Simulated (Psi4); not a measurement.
**Frequency calculation, with input and output: CH6B (charge −1) (part 3 of 3)**

Continued. System: CH6B, charge −1, SMILES [H][B-]([H])([H])C. Method: HF/6-31G**, RHF (Psi4 1.11). The geometry was optimised with hf/6-31G**.

Geometry of the input (Å):
```
B  -0.0021  0.0031  -0.8260
C  0.0021  -0.0030  0.8341
H  -1.0072  0.0352  1.2595
H  0.5428  0.8507  1.2586
H  0.4740  -0.8994  1.2524
H  1.1633  -0.0413  -1.2629
H  -0.5467  1.0379  -1.2545
H  -0.6262  -0.9825  -1.2618
```

The program's output, continued
```
  non-mass-weighted Hessian:       Symmetric? True   Hermitian? True   Lin Dep Dim?  0 (0)
  projection of translations (True) and rotations (True) removed 6 degrees of freedom (6)
  total projector:                 Symmetric? True   Hermitian? True   Lin Dep Dim?  6 (6)
  mass-weighted Hessian:           Symmetric? True   Hermitian? True   Lin Dep Dim?  0 (0)
  pre-proj  low-frequency mode:    0.0000i [cm^-1]
  pre-proj  low-frequency mode:    0.0000i [cm^-1]
  pre-proj  low-frequency mode:    0.0000i [cm^-1]
  pre-proj  low-frequency mode:    0.0068  [cm^-1]
  pre-proj  low-frequency mode:    7.6235  [cm^-1]
  pre-proj  low-frequency mode:    7.7967  [cm^-1]
  pre-proj  all modes:['4.5074i' '0.0122i' '0.0084i' '0.0068' '7.6235' '7.7967' '297.5516'
 '678.7979' '678.8082' '828.4044' '1125.2345' '1125.2398' '1272.1560'
 '1286.6641' '1286.6859' '1418.5469' '1615.4047' '1615.4072' '2271.4866'
 '2271.6121' '2319.8275' '3075.1162' '3106.0210' '3106.0488']
  projected mass-weighted Hessian: Symmetric? True   Hermitian? True   Lin Dep Dim?  6 (6)
  post-proj low-frequency mode:    0.0000i [cm^-1] (TR)
  post-proj low-frequency mode:    0.0000i [cm^-1] (TR)
  post-proj low-frequency mode:    0.0000  [cm^-1] (TR)
  post-proj low-frequency mode:    0.0000  [cm^-1] (TR)
  post-proj low-frequency mode:    0.0000  [cm^-1] (TR)
  post-proj low-frequency mode:    0.0000  [cm^-1] (TR)
  post-proj  all modes:['0.0000i' '0.0000i' '0.0000' '0.0000' '0.0000' '0.0000' '297.5516'
 '678.7979' '678.8082' '828.4044' '1125.2345' '1125.2398' '1272.1560'
 '1286.6641' '1286.6859' '1418.5469' '1615.4047' '1615.4072' '2271.4866'
 '2271.6121' '2319.8275' '3075.1162' '3106.0210' '3106.0488']

  Vibration                       7                   8                   9
  Freq [cm^-1]                 297.5516            678.7979            678.8082
  Irrep                           A                   A                   A
  Reduced mass [u]              1.0078              1.0539              1.0539
  Force const [mDyne/A]         0.0526              0.2861              0.2861
  Turning point v=0 [a0]        0.6336              0.4102              0.4102
  RMS dev v=0 [a0 u^1/2]        0.4498              0.2978              0.2978
  IR activ [km/mol]             0.0000              2.4319              2.4323
  Char temp [K]                428.1104            976.6390            976.6539
  ----------------------------------------------------------------------------------
      1   B                0.00 -0.00  0.00   -0.04  0.03  0.00    0.03  0.04  0.00
      2   C                0.00  0.00 -0.00   -0.04  0.02  0.00    0.02  0.04  0.00
      3   H                0.02  0.44  0.00    0.15 -0.11  0.46   -0.09 -0.18 -0.27
      4   H                0.37 -0.23 -0.00    0.18 -0.11 -0.00   -0.09 -0.15  0.53
      5   H               -0.39 -0.20  0.00    0.16 -0.08 -0.46   -0.12 -0.16 -0.26
      6   H                0.01  0.38  0.00    0.13 -0.10  0.44   -0.08 -0.15 -0.25
      7   H               -0.33 -0.18  0.00    0.14 -0.07 -0.44   -0.10 -0.14 -0.25
      8   H                0.32 -0.20 -0.00    0.15 -0.10 -0.00   -0.08 -0.13  0.50

  Vibration                       10                  11                  12
  Freq [cm^-1]                 828.4044           1125.2345           1125.2398
  Irrep                           A                   A                   A
  Reduced mass [u]              2.9990              1.4317              1.4317
  Force const [mDyne/A]         1.2126              1.0680              1.0681
  Turning point v=0 [a0]        0.2201              0.2734              0.2734
  RMS dev v=0 [a0 u^1/2]        0.2696              0.2313              0.2313
  IR activ [km/mol]             1.6201             22.9204             22.9178
  Char temp [K]               1191.8895           1618.9619           1618.9695
  ----------------------------------------------------------------------------------
      1   B                0.00 -0.00  0.32   -0.14 -0.04  0.00    0.04 -0.14 -0.00
      2   C               -0.00  0.00 -0.29    0.13  0.03 -0.00   -0.03  0.13  0.00
      3   H               -0.02  0.00 -0.37   -0.09 -0.04 -0.49    0.02 -0.17  0.14
      4   H                0.01  0.02 -0.37   -0.14  0.01  0.37    0.08 -0.12  0.35
      5   H                0.01 -0.02 -0.37   -0.16 -0.06  0.12    0.00 -0.09 -0.50
      6   H                0.03 -0.00  0.37    0.08  0.04  0.53   -0.02  0.15 -0.16
      7   H               -0.01  0.03  0.37    0.14  0.05 -0.13   -0.00  0.09  0.54
      8   H               -0.02 -0.03  0.37    0.12 -0.00 -0.40   -0.06  0.11 -0.38

  Vibration                       13                  14                  15
  Freq [cm^-1]                1272.1560           1286.6641           1286.6859
  Irrep                           A                   A                   A
  Reduced mass [u]              1.2427              1.0604              1.0604
  Force const [mDyne/A]         1.1850              1.0343              1.0344
  Turning point v=0 [a0]        0.2760              0.2971              0.2971
  RMS dev v=0 [a0 u^1/2]        0.2175              0.2163              0.2163
  IR activ [km/mol]            182.0870            31.8526             31.8497
  Char temp [K]               1830.3492           1851.2232           1851.2546
  ----------------------------------------------------------------------------------
      1   B               -0.00  0.00 -0.15   -0.06 -0.04 -0.00   -0.04  0.06  0.00
      2   C               -0.00  0.00 -0.01   -0.00 -0.00 -0.00   -0.00  0.00  0.00
      3   H                0.02 -0.00  0.07    0.00 -0.02  0.02    0.00  0.02  0.02
      4   H               -0.01 -0.02  0.07   -0.01  0.01 -0.03   -0.02  0.01  0.01
      5   H               -0.01  0.02  0.07   -0.03 -0.01  0.00   -0.00 -0.00 -0.03
      6   H                0.23 -0.01  0.52   -0.10  0.47 -0.23   -0.12 -0.58 -0.19
      7   H               -0.11  0.20  0.52    0.66  0.32 -0.04    0.03  0.18  0.29
      8   H               -0.12 -0.20  0.52    0.15 -0.27  0.27    0.61 -0.32 -0.11

  Vibration                       16                  17                  18
  Freq [cm^-1]                1418.5469           1615.4047           1615.4072
  Irrep                           A                   A                   A
  Reduced mass [u]              1.2589              1.0547              1.0547
  Force const [mDyne/A]         1.4926              1.6216              1.6216
  Turning point v=0 [a0]        0.2597              0.2658              0.2658
  RMS dev v=0 [a0 u^1/2]        0.2060              0.1930              0.1930
  IR activ [km/mol]             1.6869              1.5493              1.5491
  Char temp [K]               2040.9731           2324.2076           2324.2113
  ----------------------------------------------------------------------------------
      1   B               -0.00  0.00 -0.03   -0.00 -0.01 -0.00   -0.01  0.00  0.00
      2   C                0.00 -0.00  0.15   -0.01 -0.06 -0.00   -0.06  0.01  0.00
      3   H               -0.24  0.01 -0.51   -0.00  0.72 -0.05   -0.17 -0.13 -0.31
      4   H                0.13  0.20 -0.51   -0.29  0.00  0.29    0.56 -0.42  0.10
      5   H                0.11 -0.21 -0.52    0.48  0.11 -0.24    0.45  0.35  0.20
      6   H                0.04 -0.00  0.04   -0.00  0.03  0.00   -0.01 -0.01  0.02
      7   H               -0.02  0.03  0.04    0.02  0.00  0.01    0.02  0.02 -0.01
      8   H               -0.02 -0.03  0.04   -0.01 -0.00 -0.01    0.03 -0.02 -0.01

  Vibration                       19                  20                  21
  Freq [cm^-1]                2271.4866           2271.6121           2319.8275
  Irrep                           A                   A                   A
  Reduced mass [u]              1.1045              1.1045              1.0316
  Force const [mDyne/A]         3.3576              3.3580              3.2709
  Turning point v=0 [a0]        0.2191              0.2191              0.2243
  RMS dev v=0 [a0 u^1/2]        0.1628              0.1628              0.1611
  IR activ [km/mol]            607.3490            607.3307            274.0589
  Char temp [K]               3268.1635           3268.3440           3337.7153
  ----------------------------------------------------------------------------------
      1   B               -0.07 -0.07 -0.00    0.07 -0.07 -0.00    0.00 -0.00  0.05
      2   C               -0.00 -0.00 -0.00    0.00 -0.00 -0.00    0.00 -0.00  0.00
      3   H               -0.01  0.00  0.00    0.01  0.00 -0.00    0.02 -0.00  0.01
      4   H               -0.01 -0.01 -0.01   -0.01 -0.00 -0.00   -0.01 -0.01  0.01
      5   H                0.01 -0.00  0.00    0.01 -0.01  0.01   -0.01  0.01  0.01
      6   H                0.52 -0.04 -0.20   -0.55  0.00  0.21    0.54 -0.02 -0.19
      7   H               -0.13  0.18 -0.08   -0.33  0.65 -0.27   -0.25  0.48 -0.19
      8   H                0.39  0.63  0.28    0.12  0.13  0.07   -0.29 -0.46 -0.19

  Vibration                       22                  23                  24
  Freq [cm^-1]                3075.1162           3106.0210           3106.0488
  Irrep                           A                   A                   A
  Reduced mass [u]              1.0352              1.0990              1.0990
  Force const [mDyne/A]         5.7679              6.2470              6.2471
  Turning point v=0 [a0]        0.1945              0.1878              0.1878
  RMS dev v=0 [a0 u^1/2]        0.1399              0.1392              0.1392
  IR activ [km/mol]            96.6854             203.5764            203.5709
  Char temp [K]               4424.4076           4468.8727           4468.9127
  ----------------------------------------------------------------------------------
      1   B               -0.00  0.00 -0.00   -0.00 -0.00 -0.00   -0.00  0.00  0.00
      2   C                0.00 -0.00  0.05   -0.04 -0.08 -0.00   -0.08  0.04  0.00
      3   H                0.54 -0.02 -0.20    0.29 -0.04 -0.12    0.69 -0.02 -0.28
      4   H               -0.29 -0.46 -0.20    0.40  0.63  0.30    0.03  0.09  0.04
      5   H               -0.25  0.48 -0.19   -0.23  0.39 -0.18    0.27 -0.54  0.24
      6   H               -0.01  0.00  0.01    0.01  0.00 -0.00    0.01 -0.00 -0.00
      7   H                0.00 -0.01  0.01   -0.00  0.01 -0.00    0.01 -0.01  0.00
      8   H                0.01  0.01  0.01    0.01  0.01  0.00    0.00 -0.00  0.00

  ==> Thermochemistry Components <==

  Entropy, S
    Electronic S                             0.000 [cal/(mol K)]        0.000 [J/(mol K)]       0.00000000 [mEh/K] (multiplicity = 1)
    Translational S                         39.508 [cal/(mol K)]      165.302 [J/(mol K)]       0.06296032 [mEh/K] (mol. weight = 29.0563 [u], P = 101325.00 [Pa])
    Rotational S                            20.154 [cal/(mol K)]       84.324 [J/(mol K)]       0.03211739 [mEh/K] (symmetry no. = 3)
    Vibrational S                            9.194 [cal/(mol K)]       38.466 [J/(mol K)]       0.01465111 [mEh/K]
  Total S                                   68.856 [cal/(mol K)]      288.093 [J/(mol K)]       0.10972882 [mEh/K]
  Correction S                               0.000 [cal/(mol K)]        0.000 [J/(mol K)]       0.00000000 [mEh/K]

  Constant volume heat capacity, Cv
    Electronic Cv                            0.000 [cal/(mol K)]        0.000 [J/(mol K)]       0.00000000 [mEh/K]
    Translational Cv                         2.981 [cal/(mol K)]       12.472 [J/(mol K)]       0.00475022 [mEh/K]
    Rotational Cv                            2.981 [cal/(mol K)]       12.472 [J/(mol K)]       0.00475022 [mEh/K]
    Vibrational Cv                          14.714 [cal/(mol K)]       61.564 [J/(mol K)]       0.02344844 [mEh/K]
  Total Cv                                  20.676 [cal/(mol K)]       86.507 [J/(mol K)]       0.03294887 [mEh/K]
  Correction Cv                              0.000 [cal/(mol K)]        0.000 [J/(mol K)]       0.00000000 [mEh/K]

  Constant pressure heat capacity, Cp
    Electronic Cp                            0.000 [cal/(mol K)]        0.000 [J/(mol K)]       0.00000000 [mEh/K]
    Translational Cp                         4.968 [cal/(mol K)]       20.786 [J/(mol K)]       0.00791703 [mEh/K]
    Rotational Cp                            2.981 [cal/(mol K)]       12.472 [J/(mol K)]       0.00475022 [mEh/K]
    Vibrational Cp                          14.714 [cal/(mol K)]       61.564 [J/(mol K)]       0.02344844 [mEh/K]
  Total Cp                                  22.663 [cal/(mol K)]       94.822 [J/(mol K)]       0.03611568 [mEh/K]
  Correction Cp                              0.000 [cal/(mol K)]        0.000 [J/(mol K)]       0.00000000 [mEh/K]

  ==> Thermochemistry Energy Analysis <==

  Raw electronic energy, E_e
  Total E_e, Electronic energy at well bottom                                           -66.01448034 [Eh]

  Zero-point vibrational energy, ZPVE = Sum_i omega_i / 2,  E_0 = E_e + ZPVE
    Vibrational ZPVE                        41.999 [kcal/mol]      175.726 [kJ/mol]       0.06693032 [Eh]       14689.507 [cm^-1]
  Correction ZPVE to E_e                    41.999 [kcal/mol]      175.726 [kJ/mol]       0.06693032 [Eh]       14689.507 [cm^-1]
  Total E_0, Enthalpy at 0 [K]                                                          -65.94755002 [Eh]
  *** Absolute enthalpy, not an enthalpy of formation ***

  Thermal (internal) energy, E (includes ZPVE and finite-temperature corrections)
    Electronic contrib to E beyond E_e       0.000 [kcal/mol]        0.000 [kJ/mol]       0.00000000 [Eh]
    Translational contrib to E               1.788 [kcal/mol]        7.483 [kJ/mol]       0.00285013 [Eh]
    Rotational contrib to E                  1.788 [kcal/mol]        7.483 [kJ/mol]       0.00285013 [Eh]
    Vibrational contrib to E                45.573 [kcal/mol]      190.676 [kJ/mol]       0.07262463 [Eh]
  Correction E                              49.150 [kcal/mol]      205.642 [kJ/mol]       0.07832488 [Eh]
  Total E, Thermal (internal) energy at  600.00 [K]                                     -65.93615545 [Eh]

  Enthalpy, H_trans = E_trans + k_B * T = E_trans + P * V
    Electronic contrib to H beyond E_e       0.000 [kcal/mol]        0.000 [kJ/mol]       0.00000000 [Eh]
    Translational contrib to H               2.981 [kcal/mol]       12.472 [kJ/mol]       0.00475022 [Eh]
    Rotational contrib to H                  1.788 [kcal/mol]        7.483 [kJ/mol]       0.00285013 [Eh]
    Vibrational contrib to H                45.573 [kcal/mol]      190.676 [kJ/mol]       0.07262463 [Eh]
  Correction H                              50.342 [kcal/mol]      210.631 [kJ/mol]       0.08022497 [Eh]
  Total H, Enthalpy at  600.00 [K]                                                      -65.93425537 [Eh]
  *** Absolute enthalpy, not an enthalpy of formation ***

  Gibbs free energy, G = H - T * S
    Electronic contrib to G beyond E_e       0.000 [kcal/mol]        0.000 [kJ/mol]       0.00000000 [Eh]
    Translational contrib to G             -20.724 [kcal/mol]      -86.710 [kJ/mol]      -0.03302598 [Eh]
    Rotational contrib to G                -10.304 [kcal/mol]      -43.112 [kJ/mol]      -0.01642030 [Eh]
    Vibrational contrib to G                40.056 [kcal/mol]      167.596 [kJ/mol]       0.06383396 [Eh]
  Correction G                               9.028 [kcal/mol]       37.775 [kJ/mol]       0.01438768 [Eh]
  Total G, Gibbs energy at  600.00 [K]                                                  -66.00009266 [Eh]
  *** Absolute Gibbs energy, not a free energy of formation ***

  Variable Map:
  ----------------------------------------------------------------------------
  "CURRENT ENERGY"               =>     -66.014480336525
  "CURRENT REFERENCE ENERGY"     =>     -66.014480336525
  "DD SOLVATION ENERGY"          =>       0.000000000000
  "ENTHALPY"                     =>     -65.934255365313
  "ENTHALPY CORRECTION"          =>       0.080224971212
  "GIBBS FREE ENERGY"            =>     -66.000092655111
  "GIBBS FREE ENERGY CORRECTION" =>       0.014387681414
  "HF KINETIC ENERGY"            =>      66.075856155300
  "HF POTENTIAL ENERGY"          =>    -132.090336491825
  "HF TOTAL ENERGY"              =>     -66.014480336525
  "HF VIRIAL RATIO"              =>       1.999071130934
  "NUCLEAR REPULSION ENERGY"     =>      35.353519502777
  "ONE-ELECTRON ENERGY"          =>    -161.632854679403
  "PCM POLARIZATION ENERGY"      =>       0.000000000000
  "PE ENERGY"                    =>       0.000000000000
  "SCF ITERATION ENERGY"         =>     -66.014480336525
  "SCF ITERATIONS"               =>      10.000000000000
  "SCF TOTAL ENERGY"             =>     -66.014480336525
  "THERMAL ENERGY"               =>     -65.936155451608
  "THERMAL ENERGY CORRECTION"    =>       0.078324884917
  "TWO-ELECTRON ENERGY"          =>      60.264854840102
  "ZERO K ENTHALPY"              =>     -65.947550019720
  "ZPVE"                         =>       0.066930316805

  Array Variable Map:
  ----------------------------------------------------------------------------
  "CURRENT DIPOLE"               =>       0.003540122966 ... 1.388980168881 1 by 3
  "CURRENT DIPOLE GRADIENT"      =>       0.587154373963 ... -0.327487706984 24 by 3
  "CURRENT GRADIENT"             =>      -0.000001338337 ... 0.000035513044 8 by 3
  "CURRENT HESSIAN"              =>       0.338567097317 ... 0.057018200860 24 by 24
  "HF TOTAL GRADIENT"            =>      -0.000001338337 ... 0.000035513044 8 by 3
  "HF TOTAL HESSIAN"             =>       0.338567097317 ... 0.057018200860 24 by 24
  "SCF DIPOLE"                   =>       0.003540122966 ... 1.388980168881 1 by 3
  "SCF DIPOLE GRADIENT"          =>       0.587154373963 ... -0.327487706984 24 by 3
  "SCF TOTAL ENERGIES"           =>     -65.114301145945 ... -66.014480336525 1 by 11
  "SCF TOTAL GRADIENT"           =>      -0.000001338337 ... 0.000035513044 8 by 3
  "SCF TOTAL HESSIAN"            =>       0.338567097317 ... 0.057018200860 24 by 24

    Psi4 run time: 0:00:13.35
```

Standard output
```
Warning: used thermodynamics relations inappropriate for low-frequency modes: ['297.5516']
```

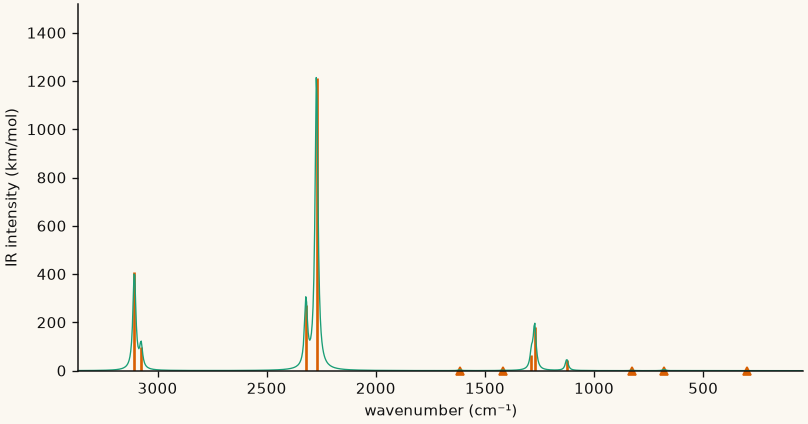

Harmonic infrared spectrum, unscaled: sticks (degenerate modes added up, dark ones marked on the axis) with a Lorentzian envelope of 16 cm⁻¹ full width, scaled to the tallest stick. 18 modes from 298 to 3106 cm⁻¹, none imaginary. The strongest line is at 2272 cm⁻¹ (1215 km/mol).

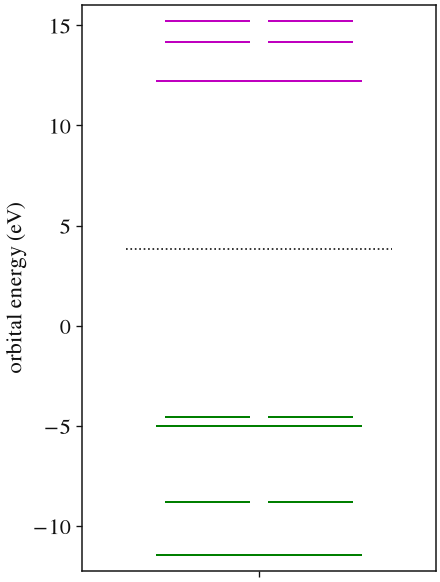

Orbital energies near the frontier; the dotted line parts filled from empty levels, and levels within 0.02 eV of each other stand side by side. Highest filled −4.57 eV, lowest empty 12.22 eV, 16.79 eV apart.

Results in brief

```json
{"quantity": "outcome", "value": "converged"}
{"quantity": "total energy", "value": "−66.014480 hartree"}
{"quantity": "basis functions", "value": "60"}
{"quantity": "HOMO", "value": "−4.57 eV"}
{"quantity": "LUMO", "value": "12.22 eV"}
{"quantity": "zero-point energy", "value": "0.066930 hartree"}
{"quantity": "wavenumbers, lowest and highest", "value": "298 and 3106 cm⁻¹"}
{"quantity": "wall time", "value": "15 s"}
{"quantity": "peak memory", "value": "0.24 GiB"}
```
